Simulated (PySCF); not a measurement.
Consider C₅H₈FS (doublet).

```yaml
atoms:
  - { symbol: C, position_ang: [-0.9270, 0.5545, -1.5383] }
  - { symbol: C, position_ang: [-1.1353, -0.2487, -0.2608] }
  - { symbol: C, position_ang: [0.1272, -0.9953, 0.1924] }
  - { symbol: C, position_ang: [1.1740, -0.0438, 0.7061] }
  - { symbol: F, position_ang: [1.9189, 0.5052, -0.3051] }
  - { symbol: C, position_ang: [1.0378, 0.6786, 1.9467] }
  - { symbol: S, position_ang: [2.1824, -0.5925, 2.1650] }
  - { symbol: H, position_ang: [-0.1644, 1.3159, -1.4009] }
  - { symbol: H, position_ang: [-1.8528, 1.0469, -1.8255] }
  - { symbol: H, position_ang: [-0.6184, -0.0968, -2.3531] }
  - { symbol: H, position_ang: [-1.9224, -0.9873, -0.4241] }
  - { symbol: H, position_ang: [-1.4589, 0.4148, 0.5443] }
  - { symbol: H, position_ang: [0.5438, -1.5689, -0.6384] }
  - { symbol: H, position_ang: [-0.1331, -1.6836, 0.9976] }
  - { symbol: H, position_ang: [1.2237, 1.7090, 2.1722] }
```

Geometry: GFN2-xTB.

Theory: UKS B3LYP, pcH-1 on C F H S, non-relativistic, mean-field spin-orbit, GIAO (PySCF 2.14.0, density-fitted response routines).

Question: Predict the electron density, electron localisation function and spin density between the atoms.

Answer: C–F (1.37 Å): the density is about 2.1 e/Å³ at the midpoint, with its minimum of 1.7 e/Å³ about 0.5 Å from C; the ELF peaks at about 0.80 between the atoms: a shared but strongly polarised pair.
C–S (1.86 Å): the density is about 1.1 e/Å³ at the midpoint; the ELF peaks at about 0.75 between the atoms (a covalent bond).
The unpaired spin (1 electron) lies mostly on C6 (about 0.6) and S7 (about 0.3), in electrons by Hirshfeld's partition.

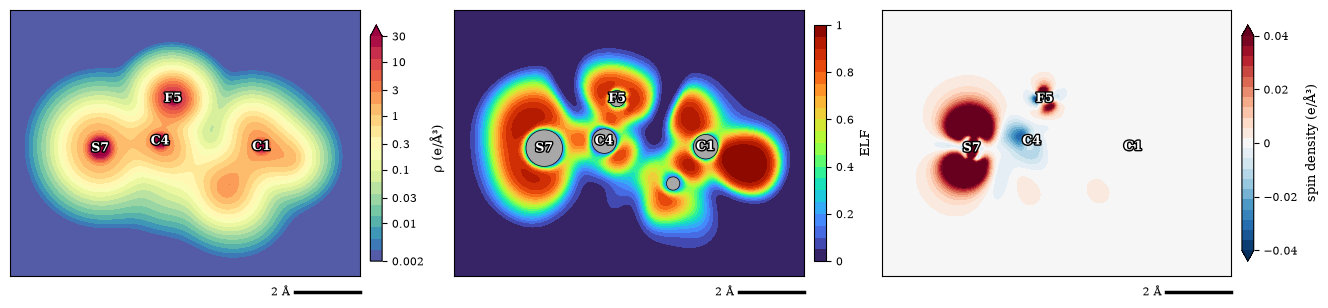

Computed electron density, electron localisation function and spin density on the plane of atoms F5, C4 and S7, in this order. Grey discs cover the atomic cores in the ELF map. 
